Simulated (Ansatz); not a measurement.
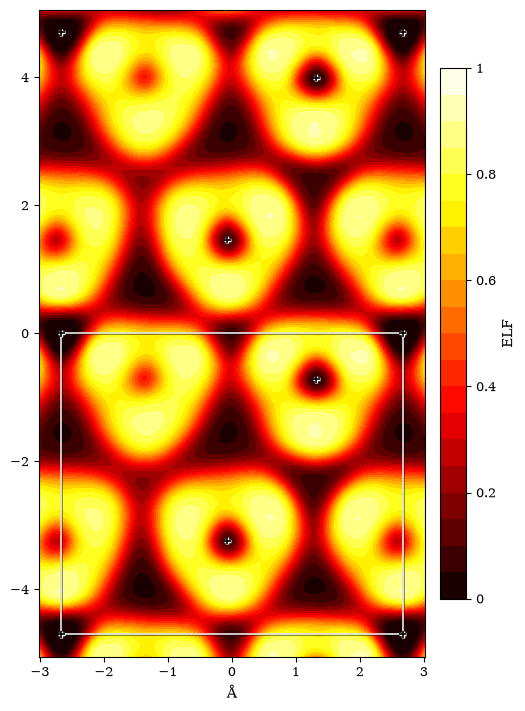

The ELF on a plane through atoms (crosses mark nuclei in the plane).

The calculation used DFT PBE, scalar-relativistic, plane waves, PAW (Ansatz).

Candidates:
A. TiPdSe₄, a = 3.64 Å, b = 3.64 Å, c = 13.11 Å, α = 90.00°, β = 90.00°, γ = 120.00°. Space group P-3m1; a generated structure, not necessarily the stable one; computed without spin polarisation.
B. Li₂Ge₂N₃, a = 3.73 Å, b = 8.73 Å, c = 5.12 Å, α = 90.00°, β = 90.00°, γ = 90.00°. Space group Imm2; a generated structure, not necessarily the stable one; computed without spin polarisation.
C. SiBN₂, a = 5.33 Å, b = 6.36 Å, c = 4.71 Å, α = 90.00°, β = 90.00°, γ = 90.00°. Space group Pna2₁; a generated structure, not necessarily the stable one.

### Which system is this?

Candidate C: SiBN₂ on the (010) plane of the conventional cell, which holds B and N. B–N (1.53 Å): the ELF peaks at about 0.90 between the atoms.
